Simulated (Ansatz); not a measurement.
System: BeF₂, singlet: map of symmetric stretch and bend. Scanned: Be-F bond length and F-Be-F angle.

Computed with CCSDT on RHF/cc-pVDZ, frozen core (Ansatz, a program for electronic structure).

Energy in eV above the lowest grid point; x is the Be-F bond length (Å), y the F-Be-F angle (°).

```
y \ x     1.17   1.26   1.33   1.40   1.47   1.54   1.61   1.68   1.75   1.81   1.86
------  ------  -----  -----  -----  -----  -----  -----  -----  -----  -----  -----
180      3.422  1.141  0.299  0.000  0.080  0.423  0.949  1.596  2.321  2.979  3.539
173.95   3.430  1.150  0.307  0.008  0.087  0.430  0.955  1.603  2.327  2.984  3.545
165.32   3.473  1.193  0.349  0.048  0.124  0.465  0.989  1.634  2.358  3.014  3.573
156.68   3.560  1.278  0.430  0.124  0.196  0.533  1.053  1.696  2.416  3.070  3.628
148.04   3.704  1.411  0.554  0.241  0.306  0.638  1.152  1.789  2.505  3.155  3.710
139.41   3.923  1.604  0.731  0.405  0.460  0.782  1.289  1.919  2.628  3.272  3.823
130.77   4.239  1.875  0.974  0.625  0.664  0.973  1.468  2.088  2.787  3.424  3.969
122.14   4.681  2.244  1.299  0.916  0.928  1.216  1.694  2.300  2.986  3.613  4.149
113.50   5.296  2.743  1.732  1.297  1.269  1.525  1.978  2.563  3.231  3.843  4.368
104.86   6.169  3.425  2.312  1.800  1.712  1.921  2.336  2.890  3.532  4.125  4.635
96.23    7.455  4.395  3.112  2.478  2.298  2.437  2.795  3.303  3.907  4.471  4.960
85      10.257  6.456  4.764  3.828  3.428  3.401  3.633  4.040  4.562  5.067  5.512
```

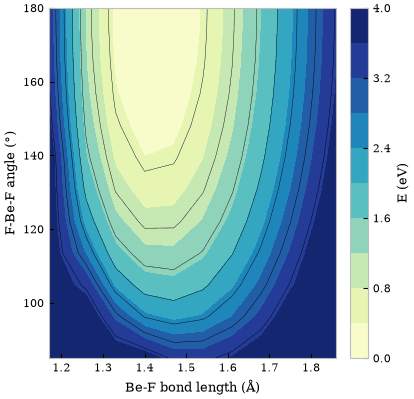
Energy surface, cut off at 4 eV.

Points that lie below all their neighbours on the grid: x = 1.40, y = 180 on the edge of the grid (0.000 eV).
